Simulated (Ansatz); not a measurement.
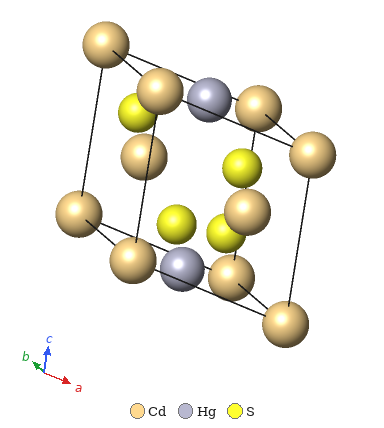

Crystal structure, spheres-only style, seen slightly off an axis. The outline marks the cell (the run's own, in a reduced setting).

```xyz
8
Lattice="5.9420 0.0000 0.0000 0.0000 5.9420 0.0000 -2.9710 -2.9710 5.9427" Properties=species:S:1:pos:R:3 pbc="T T T"
Cd    0.0000    0.0000    0.0000
Cd    2.9710    0.0000    2.9713
Cd    0.0000    2.9710    2.9713
Hg    2.9710    2.9710    0.0000
S     4.4687    4.4687    1.4969
S     1.4733    1.4733    1.4969
S     1.4977   -1.4977    4.4458
S    -1.4977    1.4977    4.4458
```

Theory: Ansatz, DFT PBE, scalar-relativistic, plane waves, PAW. Numerical settings: an energy cutoff of 420 eV, k-points about 0.25 Å⁻¹ apart, Gaussian smearing of 0.02 eV, no spin polarisation.

Predict the Bader charges.

Answer. Cd +0.86 e; Hg +0.53 e; S -0.78 e. The transfer is large, as in an ionic solid.

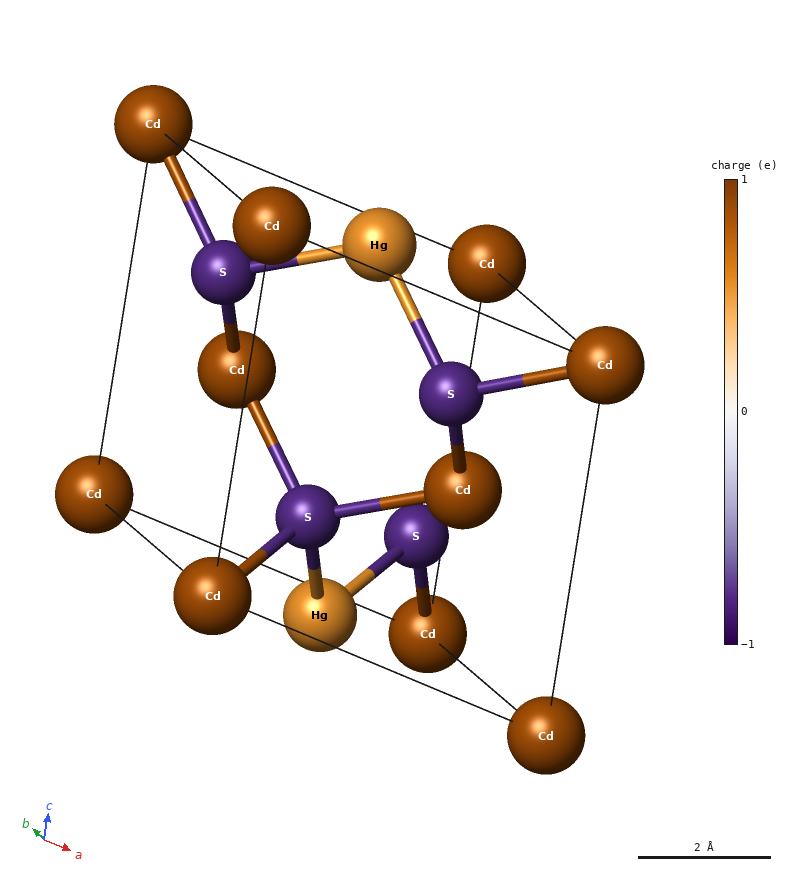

The atoms coloured by those charges.

Source of the structure: a structure type filled with these elements by a generator (whether the compound takes this form wasn't checked). Earlier steps of the study may have refined or changed the cell and positions. A calculation with Ansatz used it as input.
